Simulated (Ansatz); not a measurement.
# C2H3Cl2Si (SMILES [H]/[C]=C/[SiH](Cl)Cl): UB2PLYP/def2-SVP

What is the vertical ionisation energy of C2H3Cl2Si at UB2PLYP/def2-SVP? 

The calculation is run with Ansatz 0.2.0.

61 further runs of the same task are left out: 61 set aside as unsound or not needed.

**1. The structure to begin with**

The species is C2H3Cl2Si (8 atoms), meant as a doublet with charge 0. As SMILES, `[H]/[C]=C/[SiH](Cl)Cl`. Geometry: relaxed at PBE0-D4/def2-TZVP. This is one conformer, not always the lowest.

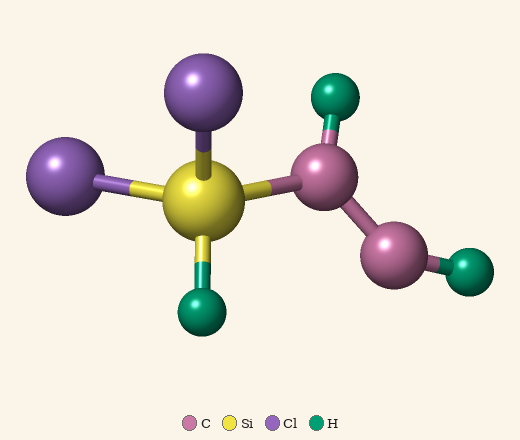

Viewed from a chosen angle; carbon pink, silicon yellow, chlorine purple, hydrogen teal.

**2. A single-point energy at UB2PLYP/def2-SVP**

Contents of job.yaml:

```yaml
crystal:
  periodic: [false, false, false]
  atoms:
    - symbol: C
      position_ang: [-0.467200, 1.549800, 0.659300]
    - symbol: C
      position_ang: [-0.193600, 0.279100, 0.737900]
    - symbol: Si
      position_ang: [0.301600, -0.635800, -0.791100]
    - symbol: Cl
      position_ang: [-1.013100, -2.166600, -1.130900]
    - symbol: Cl
      position_ang: [2.164100, -1.443500, -0.534600]
    - symbol: H
      position_ang: [-0.772500, 2.376400, 1.285600]
    - symbol: H
      position_ang: [-0.249600, -0.262100, 1.689000]
    - symbol: H
      position_ang: [0.322500, 0.245600, -1.971100]
basis:
  gaussian: {orbitals: def2-SVP}
total_charge: 0
magnetization: {spin_polarized: true, initial_magnetization: 1}
hamiltonian: {xc: {name: B2PLYP}}
correlation: {frozen_orbitals: {C: 1, Cl: 5, H: 0, Si: 5}}
accuracy: high
output: {orbitals: {seedname: orbitals}}
```

Command:

```bash
$ ansatz run job.yaml --threads 1 --pin off --max-ram 3480MiB --events-out events.jsonl --progress --plain --runs-dir runs
```

Output:

```text
Warning: RAYON_NUM_THREADS=1 ignored (pool sized by the plan → 1); use --threads N
Functional definition: B2PLYP
  name "B2PLYP"
  parameter a = 0.53
  parameter c = 0.27
  exchange = (1 - a)*b88_x + a*exact_x
  correlation = (1 - c)*lyp_c + c*(mp2_os + mp2_ss)
2058 factors; integrals over basis functions are off by at most 5.3e-9 eV
mean field evaluation 1: about -35012.1084 eV, gradient 2.1e1 eV
mean field evaluation 2: about -35012.1124 eV, gradient 2.1e1 eV
mean field evaluation 4: about -35014.6045 eV, gradient 1.5e0 eV
mean field evaluation 8: about -35014.6441 eV, gradient 2.8e-1 eV
mean field evaluation 16: about -35014.6491 eV, gradient 8.9e-4 eV
mean field -35014.64913891 eV, -1286.7646220734 hartree, gradient 5.5e-8 eV, S^2 0.776667; 0 other end points of the search recorded, 0 dependent functions left out
17 core orbitals not correlated: weight in the atoms' cores, before any rotation towards them, 1.000 or more for the frozen orbitals, at most 0.000 for the correlated occupied ones
reference -35014.64916366 eV, -1286.7646229828 hartree; 15, 14 occupied and 65, 66 virtual orbitals, 2058 factors
second order -19.69372232 eV of doubles, -0.00000000 eV of singles
Total energy: -35019.96646869 eV, -1286.9600303384 hartree
```

It took 20 s on 1 thread of Arm Neoverse V1, shared host; peak memory 0.54 GiB.

**3. The singlet cation**

Contents of in.yaml:

```yaml
crystal:
  periodic: [false, false, false]
  atoms:
    - {symbol: C, position_ang: [-0.467200, 1.549800, 0.659300]}
    - {symbol: C, position_ang: [-0.193600, 0.279100, 0.737900]}
    - {symbol: Si, position_ang: [0.301600, -0.635800, -0.791100]}
    - {symbol: Cl, position_ang: [-1.013100, -2.166600, -1.130900]}
    - {symbol: Cl, position_ang: [2.164100, -1.443500, -0.534600]}
    - {symbol: H, position_ang: [-0.772500, 2.376400, 1.285600]}
    - {symbol: H, position_ang: [-0.249600, -0.262100, 1.689000]}
    - {symbol: H, position_ang: [0.322500, 0.245600, -1.971100]}
basis:
  gaussian:
    orbitals: def2-SVP
output:
  orbitals: {seedname: orbitals}
correlation:
  frozen_orbitals: {C: 1, Cl: 5, H: 0, Si: 5}
hamiltonian:
  xc: {name: B2PLYP}
accuracy: high
total_charge: 1
```

Command:

```bash
$ ansatz run in.yaml --threads 1 --pin off --max-ram 3480MiB --events-out events.jsonl --progress --plain --runs-dir runs
```

Output, shortened:

```text
Warning: RAYON_NUM_THREADS=1 ignored (pool sized by the plan → 1); use --threads N
Functional definition: B2PLYP
  name "B2PLYP"
[...]
2057 factors; integrals over basis functions are off by at most 5.3e-9 eV
[...]
mean field -35005.30348721 eV, -1286.4211757080 hartree, gradient 6.8e-8 eV, S^2 0.000000; 0 other end points of the search recorded, 0 dependent functions left out
17 core orbitals not correlated: weight in the atoms' cores, before any rotation towards them, 1.000 or more for the frozen orbitals, at most 0.000 for the correlated occupied ones
reference -35005.30351191 eV, -1286.4211766159 hartree; 14, 14 occupied and 66, 66 virtual orbitals, 2057 factors
second order -20.39400294 eV of doubles, -0.00000000 eV of singles
Total energy: -35010.80989271 eV, -1286.6235323777 hartree
```

Wall time 17 s (1 thread of Arm Neoverse V1, shared host); peak memory 0.35 GiB.

**4. Summary of results**

At UB2PLYP/def2-SVP, 17 core orbitals frozen:

| quantity | value |
| --- | --- |
| doublet C2H3Cl2Si: total energy | -1286.96003 Eh |
| doublet C2H3Cl2Si: HOMO energy (SCF part's orbitals) (highest over α and β) | -8.46 eV |
| doublet C2H3Cl2Si: LUMO energy (SCF part's orbitals) (lowest over α and β) | -0.54 eV |
| doublet C2H3Cl2Si: ⟨S²⟩ | 0.777 |
| singlet cation: total energy | -1286.62353 Eh |
| singlet cation: HOMO energy (SCF part's orbitals) | -14.62 eV |
| singlet cation: LUMO energy (SCF part's orbitals) | -9.95 eV |
| singlet cation: HOMO–LUMO gap (SCF part's orbitals) | 4.67 eV |
| vertical ionisation energy (to the singlet cation) | 9.157 eV |

**Reading.** The vertical ionisation energy comes to 9.16 eV (883 kJ/mol). Only the singlet of the ionised species was computed; a triplet could lie lower.
